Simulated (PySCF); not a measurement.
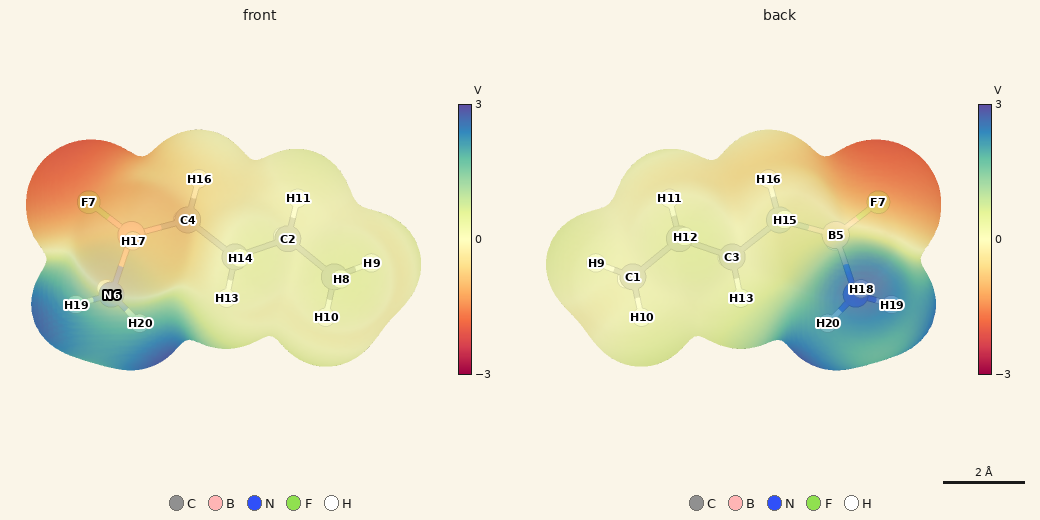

Figure 1: C$_{4}$H$_{13}$BFN. The electrostatic potential painted on the density surface at 0.002 e/bohr³, seen from the front and from behind; the colour scale runs from red (negative) to blue (positive).

Geometry: GFN2-xTB.

All numbers below come from wB97X-D/def2-SVPD, SCF density, gas phase (PySCF 2.14.0).

```yaml
atoms:
  - { symbol: C, position_ang: [-2.9497, 0.4723, -0.4568] }
  - { symbol: C, position_ang: [-1.8075, -0.5366, -0.4297] }
  - { symbol: C, position_ang: [-0.5040, 0.0829, 0.0723] }
  - { symbol: C, position_ang: [0.6593, -0.9100, 0.0624] }
  - { symbol: B, position_ang: [2.0436, -0.3319, 0.6809] }
  - { symbol: N, position_ang: [2.5802, 0.8586, -0.3773] }
  - { symbol: F, position_ang: [3.0961, -1.2402, 0.6010] }
  - { symbol: H, position_ang: [-3.1316, 0.8681, 0.5403] }
  - { symbol: H, position_ang: [-3.8651, 0.0062, -0.8143] }
  - { symbol: H, position_ang: [-2.7097, 1.3055, -1.1154] }
  - { symbol: H, position_ang: [-2.0785, -1.3729, 0.2178] }
  - { symbol: H, position_ang: [-1.6535, -0.9352, -1.4359] }
  - { symbol: H, position_ang: [-0.2689, 0.9471, -0.5590] }
  - { symbol: H, position_ang: [-0.6508, 0.4527, 1.0894] }
  - { symbol: H, position_ang: [0.8076, -1.2670, -0.9618] }
  - { symbol: H, position_ang: [0.3615, -1.7866, 0.6411] }
  - { symbol: H, position_ang: [1.9864, 0.1807, 1.7543] }
  - { symbol: H, position_ang: [2.7279, 0.4020, -1.2723] }
  - { symbol: H, position_ang: [3.4618, 1.2191, -0.0276] }
  - { symbol: H, position_ang: [1.8897, 1.5958, -0.4585] }
```

Describe the electrostatic potential map.

Answer. The most negative region (about −1.9 V, or −44 kcal/mol for a unit charge) lies over F7, the most positive (about +2.7 V, or +62 kcal/mol for a unit charge) over H18, H19 and H20.

What dipole moment does the calculation give?

Answer. Its dipole moment is 4.92 D.
